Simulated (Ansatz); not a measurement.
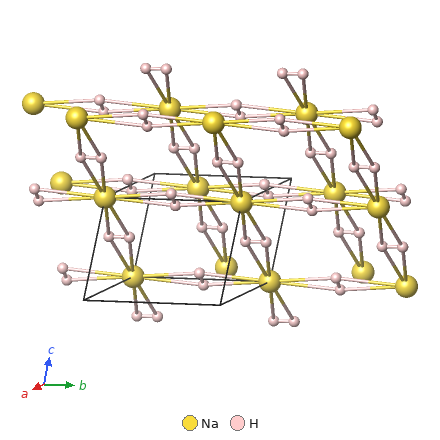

NaH4: coordinates from a relaxation with Ansatz 0.2.0, DFT PBE, scalar-relativistic, plane waves, PAW; the starting structure was generated, so it need not be a known form of this composition.

Bonds are taken as H–H below 0.9 Å and H–Na below 2.9 Å. Atoms with one bond or none are removed and atoms with two bonds are replaced by edges, until no such atom is left.

**What kind of net remains, and which atoms are its nodes?**

A binodal (3,8)-connected, two-periodic (layers) net: H is a 3-connected node; Na is an 8-connected node, in the ratio 4:1.

**How do the layers lie?**

The layers lie parallel to (10-1).

**How many nodes does the smallest cycle have?**

Three.

**Give the point symbol of each node (shortest cycle at each angle).**

H: 3^2.4; Na: 3^4.8^16.12^8.

The simplified net, drawn on the atoms' positions. Nodes are coloured by element. One layer is drawn. Edges to nodes outside the piece are drawn as stubs.

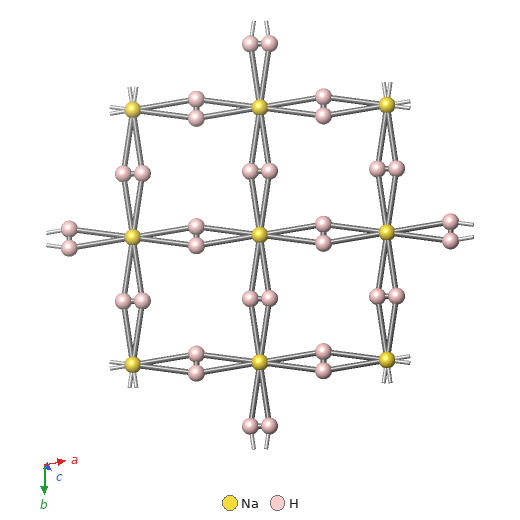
